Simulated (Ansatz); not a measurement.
**A workflow on GeNH4Cl (SMILES [NH2][GeH2][Cl])**

Wanted: a series of 37 runs (B3LYP/def2-SVP, UB3LYP/def2-SVP, PBE/def2-TZVP, UPBE/def2-TZVP, B3LYP/def2-TZVP, UB3LYP/def2-TZVP, HF/def2-TZVP, UHF/def2-TZVP, and more) of ClGeH4N and its partners. 

The calculation is run with Ansatz 0.2.0.

### Step 1. The system as given

GeNH4Cl has 7 atoms, charge 0, and is taken as a singlet. SMILES: `[NH2][GeH2][Cl]`. Geometry: relaxed at PBE0-D4/def2-TZVP. This is one conformer, not always the lowest. The run starts from this shape.

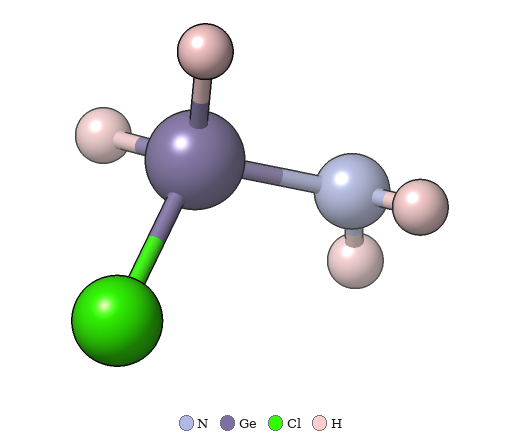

Viewed from a chosen angle; nitrogen light blue, germanium purple, chlorine green, hydrogen pink.

### Step 2. A geometry optimisation at B3LYP/def2-SVP (paw set gaussian, start density atoms) (run 1)

Contents of molecule.yaml:

```yaml
crystal:
  periodic: [false, false, false]
  atoms:
    - {symbol: N, position_ang: [-0.792900, 0.515500, -0.722700]}
    - {symbol: Ge, position_ang: [0.579900, 0.003300, 0.353200]}
    - {symbol: Cl, position_ang: [0.394500, -2.054600, 1.034500]}
    - {symbol: H, position_ang: [-1.700900, 0.526800, -0.279600]}
    - {symbol: H, position_ang: [-0.858900, 0.014700, -1.597700]}
    - {symbol: H, position_ang: [0.559300, 0.864900, 1.617200]}
    - {symbol: H, position_ang: [1.880200, 0.061300, -0.450600]}
basis:
  gaussian:
    orbitals: def2-SVP
magnetization:
  spin_polarized: false
  initial_magnetization: 0
hamiltonian:
  xc: {name: B3LYP}
relax: {}
```

Run with:

```sh
ansatz run molecule.yaml --threads 1 --pin off --max-ram 3480MiB --events-out events.jsonl --progress --plain --runs-dir runs
```

Output:

```text
Warning: RAYON_NUM_THREADS=1 ignored (pool sized by the plan → 1); use --threads N
The last accepted step is kept in runs//last_step.txt (removed where the run ends without a failure and the disk answers)
[... 40 lines left out ...]
Total energy: -70586.94030012 eV, -2594.0222104830 hartree
[... 7 lines left out ...]
Dipole moment:    -0.168310     0.252423    -0.205601 e Å
```

Run time: 16 s. Hardware: 1 thread of Arm Neoverse V2, shared host; peak memory 0.17 GiB.

Step by step:

| step | energy from the first frame kept (eV) | largest force (eV/Å) |
| --- | --- | --- |
| 1 | 0.0000 | 0.4513 |
| 2 | -0.0111 | 0.1226 |
| 3 | -0.0123 | 0.0249 |
| 4 | -0.0123 | 0.0096 |

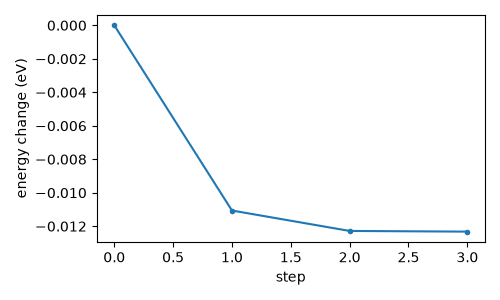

Energy along the run.

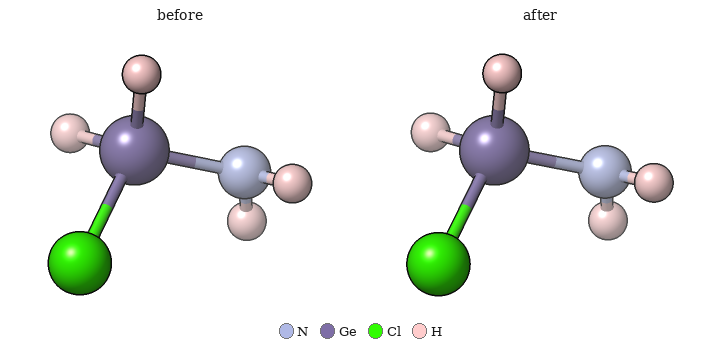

Before and after, at one scale.

After the run. Bond lengths: N1–Ge2 1.827 Å, Ge2–Cl3 2.203 Å, N1–H4 1.019 Å, N1–H5 1.019 Å, Ge2–H6 1.535 Å, Ge2–H7 1.535 Å. Angles: N1–Ge2–Cl3 113.4°, N1–Ge2–H6 108.1°, N1–Ge2–H7 108.1°, Cl3–Ge2–H6 106.4°, Cl3–Ge2–H7 106.4°, Ge2–N1–H4 115.4°, Ge2–N1–H5 115.4°, H6–Ge2–H7 114.6°, H4–N1–H5 108.9°.

### Step 3. The doublet cation: a geometry optimisation at UB3LYP/def2-SVP (paw set gaussian, start density atoms) (run 2)

Contents of job.yaml:

```yaml
crystal:
  periodic: [false, false, false]
  atoms:
    - {symbol: "N", position_ang: [-0.792900, 0.515500, -0.722700]}
    - {symbol: Ge, position_ang: [0.579900, 0.003300, 0.353200]}
    - {symbol: Cl, position_ang: [0.394500, -2.054600, 1.034500]}
    - {symbol: H, position_ang: [-1.700900, 0.526800, -0.279600]}
    - {symbol: H, position_ang: [-0.858900, 0.014700, -1.597700]}
    - {symbol: H, position_ang: [0.559300, 0.864900, 1.617200]}
    - {symbol: H, position_ang: [1.880200, 0.061300, -0.450600]}
basis:
  gaussian:
    orbitals: def2-SVP
hamiltonian:
  xc: {name: B3LYP}
total_charge: 1
magnetization:
  spin_polarized: true
  initial_magnetization: 1
relax: {}
```

Run with:

```sh
ansatz run job.yaml --threads 1 --pin off --max-ram 3480MiB --events-out events.jsonl --progress --plain --runs-dir runs
```

Output (excerpt; [...] marks lines left out):

```text
Warning: RAYON_NUM_THREADS=1 ignored (pool sized by the plan → 1); use --threads N
[... 1 set-up line as earlier in the session ...]
[... 66 lines left out ...]
Total energy: -70577.65263960 eV, -2593.6808952542 hartree
[... 7 lines left out ...]
Dipole moment:    -0.414960     0.635461    -0.511998 e Å
```

It took 54 s on 1 thread of Arm Neoverse V2, shared host; peak memory 0.26 GiB.

Steps, from the record of the run:

| step | energy from the first frame kept (eV) | largest force (eV/Å) |
| --- | --- | --- |
| 1 | 0.0000 | 3.8418 |
| 2 | -0.6265 | 1.1782 |
| 3 | -0.6814 | 0.6704 |
| 4 | -0.7012 | 0.7578 |
| 5 | -0.7096 | 0.4094 |
| 6 | -0.7124 | 0.0410 |
| 7 | -0.7125 | 0.0334 |
| 8 | -0.7127 | 0.0053 |

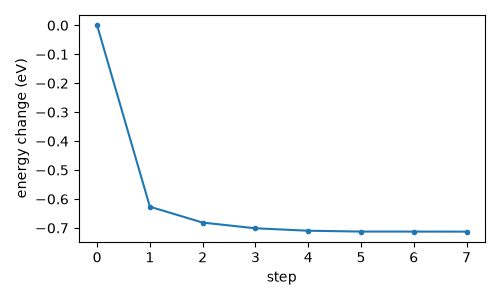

Energy along the run.

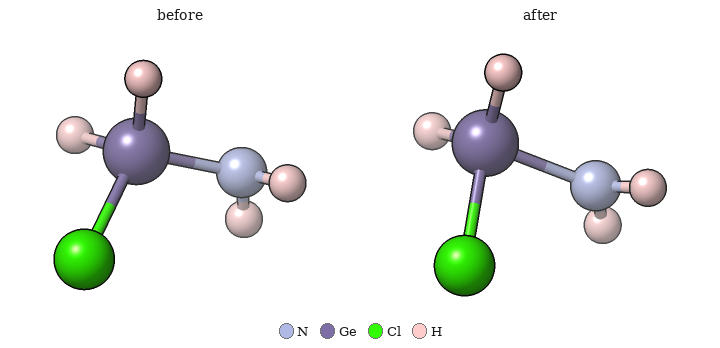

Before and after, at one scale.

After the run. Bond lengths: N1–Ge2 1.945 Å, Ge2–Cl3 2.165 Å, N1–H4 1.030 Å, N1–H5 1.030 Å, Ge2–H6 1.522 Å, Ge2–H7 1.522 Å. Angles: N1–Ge2–Cl3 87.6°, N1–Ge2–H6 106.5°, N1–Ge2–H7 106.5°, Cl3–Ge2–H6 112.7°, Cl3–Ge2–H7 112.7°, Ge2–N1–H4 122.6°, Ge2–N1–H5 122.6°, H6–Ge2–H7 124.0°, H4–N1–H5 112.0°.

Run 3 isn't shown in full; the table further down has it.

### Step 4. GeNH3Cl: a structure relaxation at UB3LYP/def2-SVP (paw set gaussian, start density atoms) (run 4)

Contents of run.yaml:

```yaml
crystal:
  periodic: [false, false, false]
  atoms:
    - {symbol: "N", position_ang: [-0.792900, 0.515500, -0.722700]}
    - {symbol: Ge, position_ang: [0.579900, 0.003300, 0.353200]}
    - {symbol: Cl, position_ang: [0.394500, -2.054600, 1.034500]}
    - {symbol: H, position_ang: [-1.700900, 0.526800, -0.279600]}
    - {symbol: H, position_ang: [-0.858900, 0.014700, -1.597700]}
    - {symbol: H, position_ang: [0.559300, 0.864900, 1.617200]}
basis:
  gaussian: {orbitals: def2-SVP}
magnetization: {spin_polarized: true, initial_magnetization: 1}
hamiltonian: {xc: {name: B3LYP}}
relax: {}
```

Run with:

```sh
ansatz run run.yaml --threads 1 --pin off --max-ram 3480MiB --events-out events.jsonl --progress --plain --runs-dir runs
```

Output (excerpt; [...] marks lines left out):

```text
Warning: RAYON_NUM_THREADS=1 ignored (pool sized by the plan → 1); use --threads N
[... 1 set-up line as earlier in the session ...]
[... 140 lines left out ...]
Total energy: -70569.65007088 eV, -2593.3868062781 hartree
[... 6 lines left out ...]
Dipole moment:    -0.144448     0.500426    -0.355578 e Å
```

It took 98 s on 1 thread of Arm Neoverse V2, shared host; peak memory 0.22 GiB.

The path in brief:

| step | energy from the first frame kept (eV) | largest force (eV/Å) |
| --- | --- | --- |
| 1 | 0.0000 | 0.6266 |
| 2 | -0.0362 | 0.1791 |
| 3 | -0.0290 | 1.0484 |
| 4 | -0.0473 | 0.1223 |
| 5 | -0.0552 | 0.1991 |
| 6 | -0.0439 | 0.9357 |
| 7 | -0.0623 | 0.1928 |
| 8 | -0.0678 | 0.2332 |
| 9 | -0.0665 | 1.0151 |
| 10 | -0.0743 | 0.2033 |
| 11 | -0.0807 | 0.3731 |
| 12 | -0.0922 | 0.6755 |
| 13 | -0.1056 | 1.2322 |
| 14 | -0.1486 | 0.2863 |
| 15 | -0.1524 | 0.1551 |
| 16 | -0.1554 | 0.0616 |
| 17 | -0.1560 | 0.1455 |
| 18 | -0.1574 | 0.0371 |
| 19 | -0.1576 | 0.0103 |
| 20 | -0.1576 | 0.0059 |

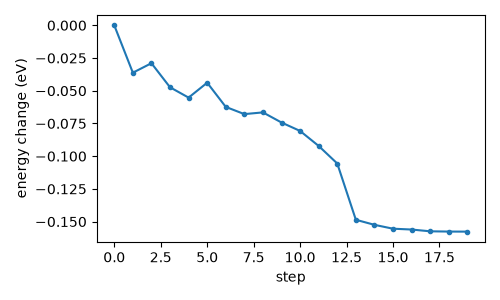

Energy along the run.

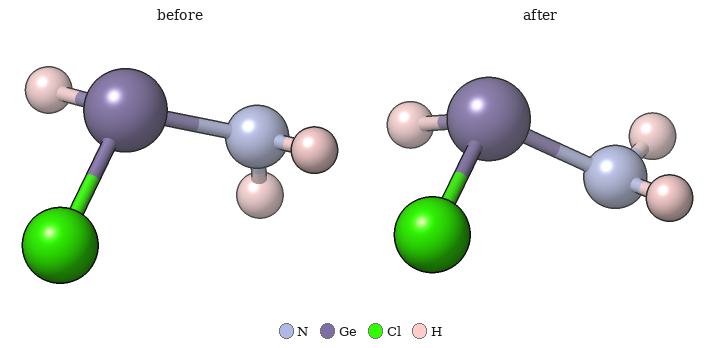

Before and after, at one scale.

After the run. Bond lengths: N1–Ge2 1.853 Å, Ge2–Cl3 2.206 Å, N1–H4 1.020 Å, N1–H5 1.020 Å, Ge2–H6 1.572 Å. Angles: N1–Ge2–Cl3 104.0°, N1–Ge2–H6 105.0°, Cl3–Ge2–H6 107.5°, Ge2–N1–H4 116.1°, Ge2–N1–H5 116.4°, H4–N1–H5 109.6°.

Runs 5 to 42 aren't shown in full; the table further down has their settings and results.

### Step 5. GeNH3Cl: the energy at UMP2/def2-TZVP (paw set gaussian, start density atoms) (run 43)

Contents of job.yaml:

```yaml
crystal:
  periodic: [false, false, false]
  atoms:
    - symbol: "N"
      position_ang: [-0.855049, 0.790964, -0.506378]
    - symbol: Ge
      position_ang: [0.581886, 0.058716, 0.419315]
    - symbol: Cl
      position_ang: [0.220782, -2.006879, 1.054264]
    - symbol: H
      position_ang: [-1.632136, 0.113654, -0.575404]
    - symbol: H
      position_ang: [0.807179, 0.906106, 1.683278]
    - symbol: H
      position_ang: [1.797438, 0.054639, -0.523075]
basis:
  gaussian:
    orbitals: def2-TZVP
correlation:
  method: mp2
  frozen_orbitals: {Cl: 5, Ge: 9, H: 0, "N": 1}
magnetization:
  spin_polarized: true
  initial_magnetization: 1
```

Run with:

```sh
ansatz run job.yaml --threads 1 --pin off --max-ram 3480MiB --events-out events.jsonl --progress --plain --runs-dir runs
```

Output (excerpt; [...] marks lines left out):

```text
Warning: RAYON_NUM_THREADS=1 ignored (pool sized by the plan → 1); use --threads N
Functional definition: HF
  name "HF"
[...]
888 factors; integrals over basis functions are off by at most 1.0e-3 eV
[...]
mean field -70507.55358860 eV, -2591.1048026448 hartree, gradient 2.2e-6 eV, S^2 0.761288; 4 other end points of the search recorded, 0 dependent functions left out
15 core orbitals not correlated: weight in the atoms' cores, before any rotation towards them, 1.000 or more for the frozen orbitals, at most 0.000 for the correlated occupied ones
reference -70507.55358860 eV, -2591.1048026448 hartree; 15, 14 occupied and 104, 105 virtual orbitals, 888 factors
second order -16.34546577 eV of doubles, -0.00000000 eV of singles
Total energy: -70523.89905438 eV, -2591.7054874326 hartree
```

Run time: 9 s. Hardware: 1 thread of Arm Neoverse V2, shared host; peak memory 0.3 GiB.

### Step 6. All runs side by side

| run | level | broken bond | fragment atoms | partner | energy (Eh) | wall time |
| --- | --- | --- | --- | --- | --- | --- |
| 1 | B3LYP/def2-SVP (paw set gaussian, start density atoms) | – | – | base | -2594.022210 | 16 s |
| 2 | UB3LYP/def2-SVP (paw set gaussian, start density atoms) | – | – | cation | -2593.680895 | 54 s |
| 3 | UB3LYP/def2-SVP (paw set gaussian, start density atoms) | – | – | anion | -2594.008132 | 2.4 min |
| 4 | UB3LYP/def2-SVP (paw set gaussian, start density atoms) | (7, 2) | (1, 2, 3, 4, 5, 6) | fragment | -2593.386806 | 98 s |
| 5 | UB3LYP/def2-SVP (paw set gaussian, start density atoms) | (2, 1) | (2, 3, 6, 7) | fragment | -2538.049954 | 12 s |
| 7 | UB3LYP/def2-SVP (paw set gaussian, start density atoms) | (5, 1) | (1, 2, 3, 4, 6, 7) | fragment | -2593.340764 | 63 s |
| 8 | PBE/def2-TZVP (paw set gaussian, start density atoms) | – | – | base | -2593.877224 | 3.3 s |
| 9 | UPBE/def2-TZVP (paw set gaussian, start density atoms) | – | – | cation | -2593.536162 | 19 s |
| 10 | UPBE/def2-TZVP (paw set gaussian, start density atoms) | – | – | anion | -2593.874510 | 5.7 s |
| 11 | UPBE/def2-TZVP (paw set gaussian, start density atoms) | (7, 2) | (7) | fragment | -0.499616 | 0.08 s |
| 12 | UPBE/def2-TZVP (paw set gaussian, start density atoms) | (7, 2) | (1, 2, 3, 4, 5, 6) | fragment | -2593.249326 | 5.1 s |
| 13 | UPBE/def2-TZVP (paw set gaussian, start density atoms) | (2, 1) | (2, 3, 6, 7) | fragment | -2537.904810 | 2.5 s |
| 15 | UPBE/def2-TZVP (paw set gaussian, start density atoms) | (5, 1) | (5) | fragment | -0.499616 | 0.08 s |
| 16 | UPBE/def2-TZVP (paw set gaussian, start density atoms) | (5, 1) | (1, 2, 3, 4, 6, 7) | fragment | -2593.198348 | 6.3 s |
| 17 | B3LYP/def2-TZVP (paw set gaussian, start density atoms) | – | – | base | -2594.518696 | 4.2 s |
| 18 | UB3LYP/def2-TZVP (paw set gaussian, start density atoms) | – | – | cation | -2594.171620 | 20 s |
| 19 | UB3LYP/def2-TZVP (paw set gaussian, start density atoms) | – | – | anion | -2594.517509 | 8.1 s |
| 20 | UB3LYP/def2-TZVP (paw set gaussian, start density atoms) | (7, 2) | (7) | fragment | -0.502154 | 0.08 s |
| 21 | UB3LYP/def2-TZVP (paw set gaussian, start density atoms) | (7, 2) | (1, 2, 3, 4, 5, 6) | fragment | -2593.882806 | 7.5 s |
| 22 | UB3LYP/def2-TZVP (paw set gaussian, start density atoms) | (2, 1) | (2, 3, 6, 7) | fragment | -2538.476433 | 3.3 s |
| 24 | UB3LYP/def2-TZVP (paw set gaussian, start density atoms) | (5, 1) | (5) | fragment | -0.502154 | 0.08 s |
| 25 | UB3LYP/def2-TZVP (paw set gaussian, start density atoms) | (5, 1) | (1, 2, 3, 4, 6, 7) | fragment | -2593.836383 | 8.7 s |
| 26 | HF/def2-TZVP (paw set gaussian, start density atoms) | – | – | base | -2591.741531 | 1.5 s |
| 27 | UHF/def2-TZVP (paw set gaussian, start density atoms) | – | – | cation | -2591.439014 | 20 s |
| 28 | UHF/def2-TZVP (paw set gaussian, start density atoms) | – | – | anion | -2591.710444 | 4.5 s |
| 29 | UHF/def2-TZVP (paw set gaussian, start density atoms) | (7, 2) | (7) | fragment | -0.499810 | 0.04 s |
| 30 | UHF/def2-TZVP (paw set gaussian, start density atoms) | (7, 2) | (1, 2, 3, 4, 5, 6) | fragment | -2591.129067 | 3.9 s |
| 31 | UHF/def2-TZVP (paw set gaussian, start density atoms) | (2, 1) | (2, 3, 6, 7) | fragment | -2536.052016 | 1.4 s |
| 33 | UHF/def2-TZVP (paw set gaussian, start density atoms) | (5, 1) | (5) | fragment | -0.499810 | 0.04 s |
| 34 | UHF/def2-TZVP (paw set gaussian, start density atoms) | (5, 1) | (1, 2, 3, 4, 6, 7) | fragment | -2591.104774 | 13 s |
| 35 | MP2/def2-TZVP (paw set gaussian, start density atoms) | – | – | base | -2592.390340 | 2.9 s |
| 36 | UMP2/def2-TZVP (paw set gaussian, start density atoms) | – | – | cation | -2592.033469 | 18 s |
| 37 | UMP2/def2-TZVP (paw set gaussian, start density atoms) | – | – | anion | -2592.369654 | 5.4 s |
| 39 | UMP2/def2-TZVP (paw set gaussian, start density atoms) | (7, 2) | (1, 2, 3, 4, 5, 6) | fragment | -2591.755044 | 4.5 s |
| 40 | UMP2/def2-TZVP (paw set gaussian, start density atoms) | (2, 1) | (2, 3, 6, 7) | fragment | -2536.467437 | 1.7 s |
| 42 | UHF/def2-TZVP (paw set gaussian, start density atoms) | (5, 1) | (5) | fragment | -0.499810 | 0.04 s |
| 43 | UMP2/def2-TZVP (paw set gaussian, start density atoms) | (5, 1) | (1, 2, 3, 4, 6, 7) | fragment | -2591.705487 | 9 s |

### Step 7. Outcome

| quantity | value |
| --- | --- |
| GeNH3Cl, run 43: total energy | -2591.70549 Eh |
| GeNH3Cl, run 43: correlation energy (15 core orbitals frozen) | -600.7 mEh |
| GeNH3Cl, run 43: ⟨S²⟩ of the reference determinant | 0.761 |
| adiabatic electron affinity (to the doublet anion, no zero-point term), B3LYP/def2-SVP | -0.383 eV |
| adiabatic electron affinity (to the doublet anion, shapes relaxed at B3LYP/def2-SVP, no zero-point term), PBE/def2-TZVP | -0.074 eV |
| adiabatic electron affinity (to the doublet anion, shapes relaxed at B3LYP/def2-SVP, no zero-point term), B3LYP/def2-TZVP | -0.032 eV |
| adiabatic electron affinity (to the doublet anion, shapes relaxed at B3LYP/def2-SVP, no zero-point term), MP2/def2-TZVP | -0.563 eV |
| dissociation energy of the H7–Ge2 bond into doublet H and doublet GeNH3Cl (shapes relaxed at B3LYP/def2-SVP, no zero-point term), PBE/def2-TZVP | 3.491 eV |
| dissociation energy of the H5–N1 bond into doublet H and doublet GeNH3Cl (shapes relaxed at B3LYP/def2-SVP, no zero-point term), B3LYP/def2-TZVP | 4.902 eV |
| dissociation energy of the H5–N1 bond into doublet H and doublet GeNH3Cl (shapes relaxed at B3LYP/def2-SVP, no zero-point term), HF/def2-TZVP | 3.727 eV |
| adiabatic ionisation energy (to the doublet cation, shapes relaxed at B3LYP/def2-SVP, no zero-point term), MP2/def2-TZVP | 9.711 eV |

At B3LYP/def2-SVP: the adiabatic electron affinity (to the doublet anion, no zero-point term) is −0.38 eV (−8.8 kcal/mol). A negative value puts this state of the anion above the relaxed parent: the electron is not bound at this level, and such a value depends on the basis. At PBE/def2-TZVP: the adiabatic electron affinity (to the doublet anion, shapes relaxed at B3LYP/def2-SVP, no zero-point term) is −0.07 eV (−7.1 kJ/mol). At B3LYP/def2-TZVP: the adiabatic electron affinity (to the doublet anion, shapes relaxed at B3LYP/def2-SVP, no zero-point term) is −0.03 eV (−0.7 kcal/mol). At MP2/def2-TZVP: the adiabatic electron affinity (to the doublet anion, shapes relaxed at B3LYP/def2-SVP, no zero-point term) is −0.56 eV (−54.3 kJ/mol). At PBE/def2-TZVP: the dissociation energy of the H7–Ge2 bond into doublet H and doublet GeNH3Cl (shapes relaxed at B3LYP/def2-SVP, no zero-point term) is 3.49 eV (337 kJ/mol). Totals of different functionals can't be ranked against each other. All runs together took 9.5 min, the longest 2.4 min.
